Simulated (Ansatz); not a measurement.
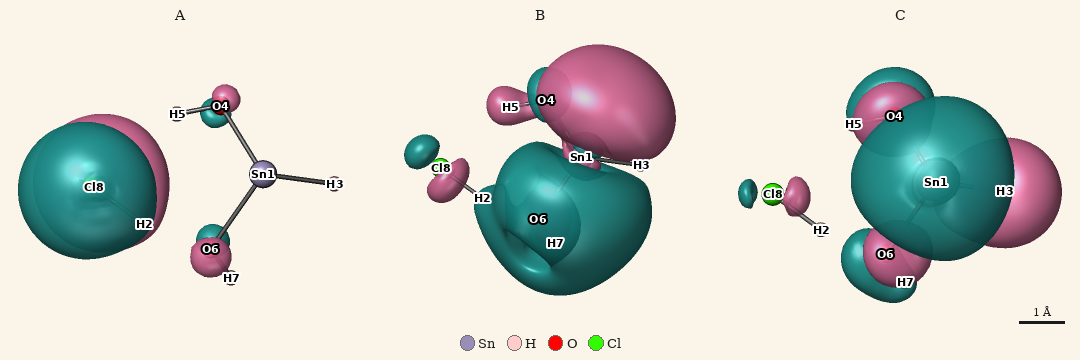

Figure. H3O2Sn···HCl (doublet). Three frontier orbitals at ±0.06 Å⁻³ᐟ² (teal and pink are the two phases), in no order.

Core potentials replace the inner electrons of Sn.

Computed with UKS B3LYP-D4/def2-SVP in Ansatz.

```yaml
atoms:
  - { symbol: Sn, position_ang: [0.6500, 0.2570, -0.5432] }
  - { symbol: H, position_ang: [-0.8700, -0.5389, 1.8626] }
  - { symbol: H, position_ang: [0.5267, -0.4978, -2.1380] }
  - { symbol: O, position_ang: [-0.9013, 1.5099, -0.4216] }
  - { symbol: H, position_ang: [-1.2829, 1.4953, 0.4789] }
  - { symbol: O, position_ang: [0.1035, -1.2134, 0.7897] }
  - { symbol: H, position_ang: [-0.1173, -2.0736, 0.4018] }
  - { symbol: Cl, position_ang: [-1.5732, 0.3652, 2.5796] }
```

Q: Which picture is the HOMO−1, the HOMO and the LUMO? All are α orbitals.

A: A is the HOMO−1 (α) (−7.97 eV). Its weight (Hirshfeld) is mainly on Cl8 (about 95 %); largely a lone pair of Cl8. C is the HOMO (α) (−6.76 eV). By Hirshfeld shares it lies mainly on Sn1 (about 60 %), O4 (about 15 %), H3 (about 15 %) and O6 (about 10 %). B is the LUMO (α) (−0.81 eV). By Hirshfeld shares it lies mainly on Sn1 (about 65 %), O6 (about 15 %) and H7 (about 10 %).

Q: What is the gap between the highest occupied and lowest empty α orbitals?

A: 5.95 eV between the orbital energies.
